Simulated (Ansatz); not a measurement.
How methods differ on Si2H3F3 (SMILES F[Si](F)(F)[SiH3])

Si2H3F3 has 8 atoms, charge 0, and is taken as a singlet. SMILES: `F[Si](F)(F)[SiH3]`. Geometry: optimised at r2SCAN/def2-SVP.

```xyz
8

F     1.3219   -1.0568    1.5289
Si    0.5324   -0.9868    0.1280
F    -0.5000   -2.2216    0.1070
F     1.6121   -1.2559   -1.0351
Si   -0.5501    1.0493   -0.1525
H    -1.5308    1.2303    0.9564
H     0.4641    2.1422   -0.1228
H    -1.2573    1.0423   -1.4655
```

Quantity: the dissociation energy of the Si5–Si2 bond into doublet SiH3 and doublet SiF3 (shapes relaxed at r2SCAN/def2-SVP, no zero-point term), in eV. The values are calculated.

```tsv
level	kind	program	value (eV)	CPU time (all runs)
HF/def2-SVP	Hartree–Fock	Ansatz	2.82	1.1 s
PBE/def2-SVP	GGA	Ansatz	3.53	3.1 s
r2SCAN/def2-SVP	meta-GGA	Ansatz	3.46	8.2 s
B3LYP/def2-SVP	global hybrid	Ansatz	3.51	4.4 s
wB97M-V/def2-SVP	range-separated hybrid	Ansatz	3.83	20 s
MP2/def2-SVP	perturbation theory	Ansatz	3.45	1.4 s
```

The values span 2.82 to 3.83 eV. Hartree–Fock misses the correlation of the electron pair that is broken and comes out low. Measured bond enthalpies also hold zero-point and thermal terms, a few tenths of an eV less. In so small a basis fixed costs decide the times, and correlated methods can beat functionals. Times are those of the runs behind each value, whatever else they computed, on shared processors of several kinds: orders of magnitude only.

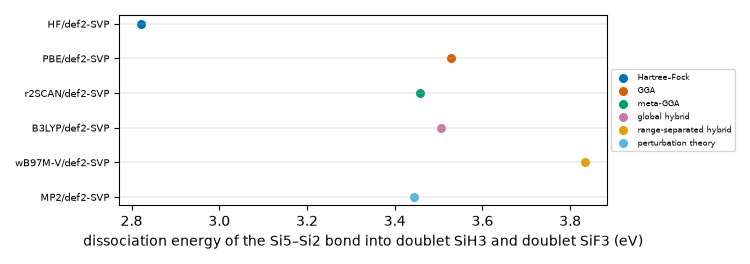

The values of the table, level by level.
